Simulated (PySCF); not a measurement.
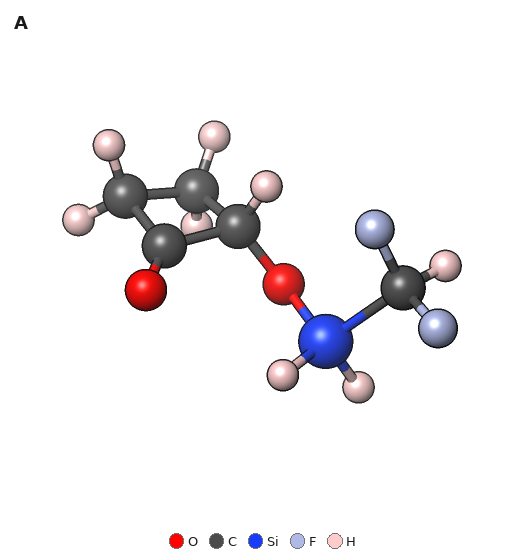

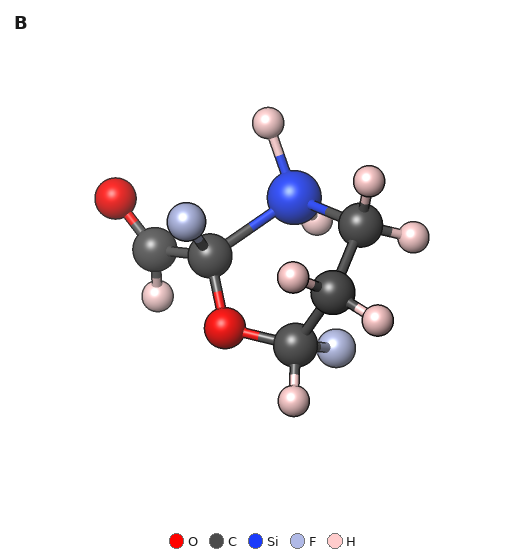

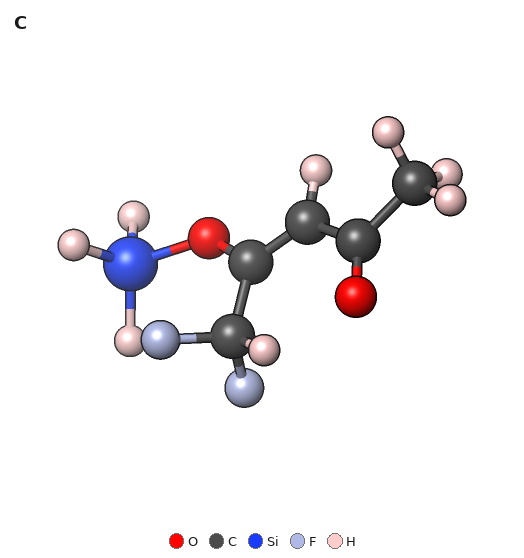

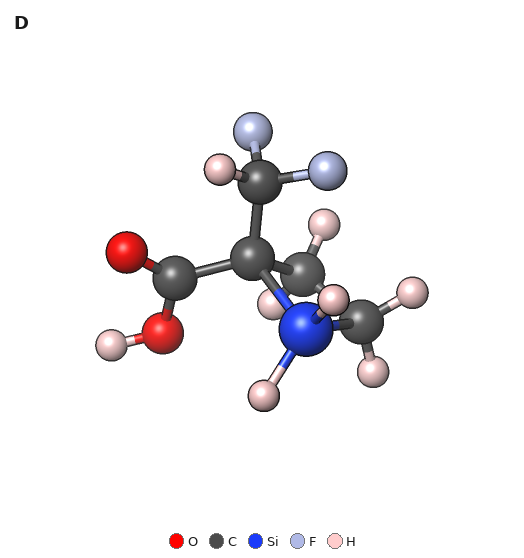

4 stationary structures of one formula. Geometries: GFN2-xTB. Electronic energies: PBE0/pcSseg-1 (PySCF 2.14.0), without zero-point energy. No frequency run is at hand to confirm each as a minimum. Each is one conformer, not always the lowest.

How are they related?

Answer. They are constitutional isomers of C5H8F2O2Si: A `O=C1CC[C@@H]1O[SiH2]C(F)F`, B `O=C[C@@]1(F)O[C@@H](F)CC[SiH2]1`, C `CC(=O)/C=C(/O[SiH3])C(F)F`, D `O=C(O)[C@]1(C(F)F)CC[SiH2]1`.

Which is lowest in energy, and by how much?

Answer. D is lowest; C lies 0.333 eV above it, A lies 0.777 eV above it, B lies 0.891 eV above it.

The geometry is semi-empirical. Around Si such bond lengths and angles can be off by a tenth of an ångström or more and by several degrees, and values that hang on the shape move with them.
